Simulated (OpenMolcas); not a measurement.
# Multiconfigurational calculation for Ru³⁺ complex (part 2 of 2)

The same run, continued: Ru³⁺ with 6 ligands (Cl; octahedron, 2.503 Å), embedded in Cs2NaYCl6 by model potentials and point charges, whose field is part of the energies. Method: state-averaged CASSCF, active space 5 electrons in the shell 4d, basis ANO-RCC-VTZP on the metal and ANO-RCC-VDZP on the ligands, DKH2 scalar Hamiltonian, spin-orbit coupling by RASSI with atomic mean-field integrals (OpenMolcas).

## Output (extracts), continued
```
--- RASSI ---
SPIN-FREE ENERGIES:
  (Shifted by EMIN (a.u.) =      -7293.9660825702)

 SF State       Relative EMIN(au)   Rel lowest level(eV)    D:o, cm**(-1)

     1             0.0000000000        0.0000000000              0.0000
    26             0.0380140480        1.0344149429           8343.1192
    27             0.0380140480        1.0344149429           8343.1192
    28             0.0380140480        1.0344149429           8343.1192
     2             0.0421831015        1.1478606674           9258.1206
     3             0.0421831015        1.1478606674           9258.1206
     4             0.0421831015        1.1478606674           9258.1206
     5             0.0650092002        1.7689904569          14267.8703
     6             0.0650092002        1.7689904569          14267.8703
     7             0.0650092002        1.7689904569          14267.8703
    29             0.0883885761        2.4051756853          19399.0502
    30             0.0883885761        2.4051756853          19399.0502
    31             0.0883885761        2.4051756853          19399.0502
    32             0.0924774381        2.5164392879          20296.4516
     8             0.0981813349        2.6716502256          21548.3123
    33             0.0999940943        2.7209779218          21946.1670
    34             0.0999940943        2.7209779218          21946.1670
    35             0.0999940943        2.7209779218          21946.1670
     9             0.1013610436        2.7581745071          22246.1777
    10             0.1013610436        2.7581745071          22246.1777
    36             0.1083198123        2.9475322495          23773.4509
    37             0.1083198123        2.9475322495          23773.4509
    11             0.1181428037        3.2148294627          25929.3483
    12             0.1181428037        3.2148294627          25929.3483
    13             0.1181428037        3.2148294627          25929.3483
    15             0.1244363497        3.3860855759          27310.6220
    14             0.1244363497        3.3860855759          27310.6220
    38             0.1266822494        3.4471996180          27803.5400
    39             0.1266822494        3.4471996180          27803.5400
    40             0.1266822494        3.4471996180          27803.5400
    41             0.1338848224        3.6431916155          29384.3220
    42             0.1338848224        3.6431916155          29384.3220
    43             0.1338848229        3.6431916284          29384.3222
    44             0.1380665274        3.7569816044          30302.1002
    45             0.1474962511        4.0135774595          32371.6853
    46             0.1474962511        4.0135774595          32371.6853
    47             0.1528254714        4.1585929298          33541.3140
    48             0.1546883451        4.2092843052          33950.1675
    49             0.1546883451        4.2092843052          33950.1675
    50             0.1546883451        4.2092843052          33950.1675
Eigenvalues of complex Hamiltonian:
   -----------------------------------
  (Shifted by EMIN (a.u.) =      -7293.9660825702)

 SO State       Relative EMIN(au)   Rel lowest level(eV)    D:o, cm**(-1)

     1            -0.0013754052        0.0000000000              0.0000
     2            -0.0013754052        0.0000000000              0.0000
     3            -0.0013517278        0.0006442933              5.1966
     4            -0.0013517278        0.0006442932              5.1966
     5            -0.0013517278        0.0006442932              5.1966
     6            -0.0013517278        0.0006442933              5.1966
     7             0.0279554589        0.7981334702           6437.3806
     8             0.0279554589        0.7981334702           6437.3806
     9             0.0359724613        1.0162872203           8196.9092
    10             0.0359724613        1.0162872203           8196.9092
    11             0.0359724613        1.0162872200           8196.9092
    12             0.0359724613        1.0162872200           8196.9092
    13             0.0416430708        1.1705923657           9441.4642
    14             0.0416430708        1.1705923657           9441.4642
    15             0.0416430708        1.1705923649           9441.4642
    16             0.0416430708        1.1705923649           9441.4642
    17             0.0430675091        1.2093533072           9754.0922
    18             0.0430675091        1.2093533072           9754.0922
    19             0.0451227911        1.2652803779          10205.1745
    20             0.0451227911        1.2652803779          10205.1745
    21             0.0451227911        1.2652803787          10205.1745
    22             0.0451227911        1.2652803787          10205.1745
    23             0.0453905113        1.2725654157          10263.9323
    24             0.0453905113        1.2725654157          10263.9323
    25             0.0640156988        1.7793825881          14351.6884
    26             0.0640156988        1.7793825881          14351.6884
    27             0.0643179317        1.7876067619          14418.0209
    28             0.0643179317        1.7876067619          14418.0209
    29             0.0643179317        1.7876067626          14418.0209
    30             0.0643179317        1.7876067626          14418.0209
    31             0.0648114302        1.8010355414          14526.3313
    32             0.0648114302        1.8010355414          14526.3313
    33             0.0650047694        1.8062965697          14568.7643
    34             0.0650047694        1.8062965697          14568.7643
    35             0.0650047694        1.8062965689          14568.7643
    36             0.0650047694        1.8062965689          14568.7643
    37             0.0846299425        2.3403247352          18875.9920
    38             0.0846299425        2.3403247352          18875.9920
    39             0.0846299425        2.3403247352          18875.9920
    40             0.0846299425        2.3403247352          18875.9920
    41             0.0891203044        2.4625137071          19861.5125
Weights of the five most important spin-orbit-free states for each spin-orbit state.

 SO State  Total energy (au)           Spin-free states, spin, and weights
 -------------------------------------------------------------------------------------------------------
    1        -0.001375       1 2.5  0.9728    3 1.5  0.0079    2 1.5  0.0079    4 1.5  0.0079   18 1.5  0.0006
    2        -0.001375       1 2.5  0.9728    3 1.5  0.0079    2 1.5  0.0079    4 1.5  0.0079   19 1.5  0.0006
    3        -0.001352       1 2.5  0.9749    2 1.5  0.0104    4 1.5  0.0103    3 1.5  0.0018   19 1.5  0.0008
    4        -0.001352       1 2.5  0.9749    3 1.5  0.0131    4 1.5  0.0059    2 1.5  0.0035   18 1.5  0.0010
    5        -0.001352       1 2.5  0.9749    2 1.5  0.0109    3 1.5  0.0085    4 1.5  0.0031   19 1.5  0.0009
    6        -0.001352       1 2.5  0.9749    4 1.5  0.0108    3 1.5  0.0065    2 1.5  0.0052   17 1.5  0.0008
    7         0.027955      27 0.5  0.2550   28 0.5  0.2550   26 0.5  0.2550    4 1.5  0.0704    2 1.5  0.0704
    8         0.027955      27 0.5  0.2550   28 0.5  0.2550   26 0.5  0.2550    4 1.5  0.0704    2 1.5  0.0704
    9         0.035972      28 0.5  0.3697   27 0.5  0.1784    4 1.5  0.1359    2 1.5  0.1310    3 1.5  0.1247
   10         0.035972      28 0.5  0.3697   27 0.5  0.1784    4 1.5  0.1359    2 1.5  0.1310    3 1.5  0.1247
   11         0.035972      26 0.5  0.3511   27 0.5  0.2157    3 1.5  0.1364    2 1.5  0.1300    4 1.5  0.1251
   12         0.035972      26 0.5  0.3511   27 0.5  0.2157    3 1.5  0.1364    2 1.5  0.1300    4 1.5  0.1251
```

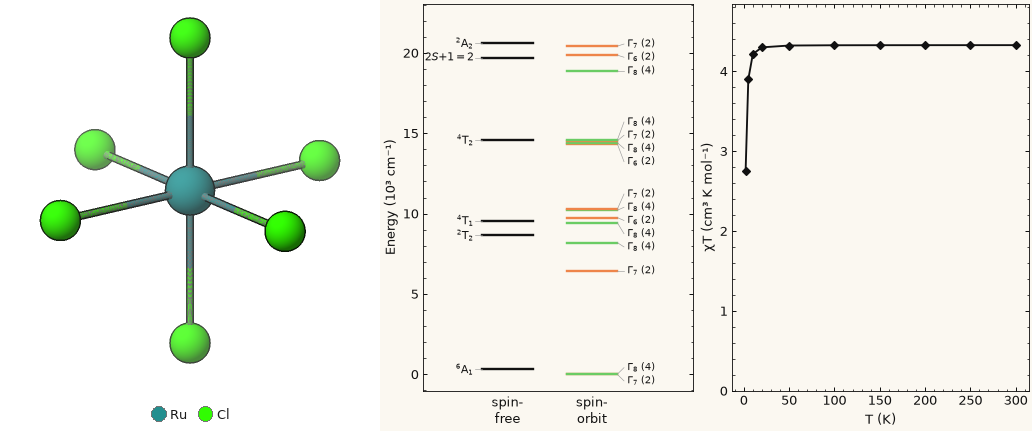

Figure 1. Ru³⁺ (4d⁵) as a dopant in Cs₂NaYCl₆, a cluster with its 6 nearest Cl⁻ at 2.503 Å (octahedron) embedded in model potentials and point charges; the geometry was set, not optimised, and its levels and susceptibility. Labels give the representation in O, Td, D4 or D3 as the site allows (double group for half-integer spin) where it could be assigned and, in brackets, the degeneracy; spin-free states, where drawn, share the zero of the spin-orbit levels. Powder susceptibility by Van Vleck's formula. The ground level is Γ₇, a Kramers doublet, 97 % from states of spin multiplicity 6. Its principal g values are 3.31, 3.31 and 3.31, isotropic. The next level lies at 5.2 cm⁻¹ (Γ₈). The lowest spin-free state is ⁶A₁. χT is 2.75 cm³ K mol⁻¹ at 2 K and 4.33 at 300 K, an effective moment of 5.88 μB. The active orbitals hold 82 to 95 % metal character (Löwdin), and the Mulliken charge of the metal is +1.31.

Outcome of the run: converged.
